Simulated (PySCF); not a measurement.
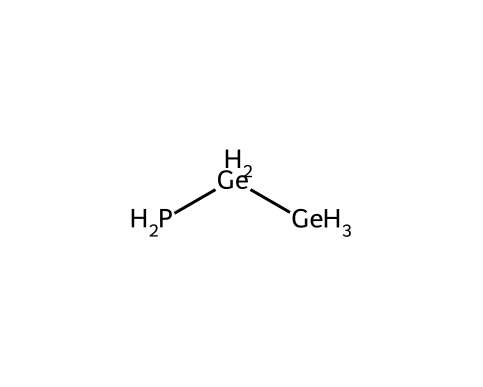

The drawing above gives the connectivity. The geometry was computed by an optimisation with PBE0-D3(BJ)/def2-SVP. No frequency run is at hand to confirm it as a minimum.

Describe the 3D structure.

Formula Ge2H7P. As SMILES it reads `[PH2][GeH2][GeH3]`. Coordination: 1 P trigonal pyramidal; 2 Ge tetrahedral.

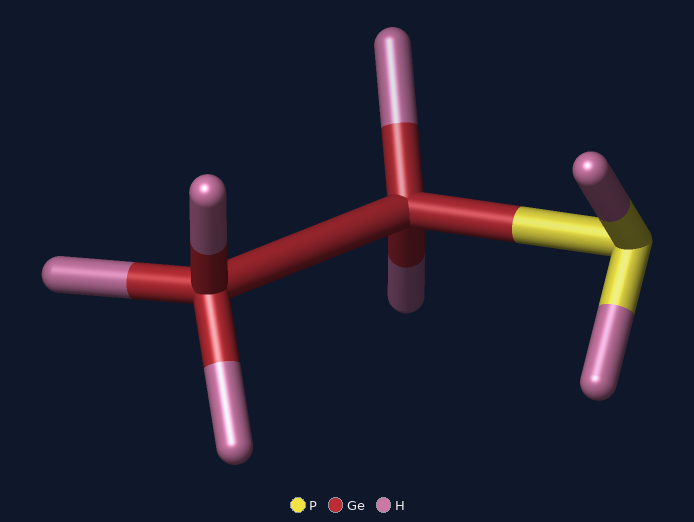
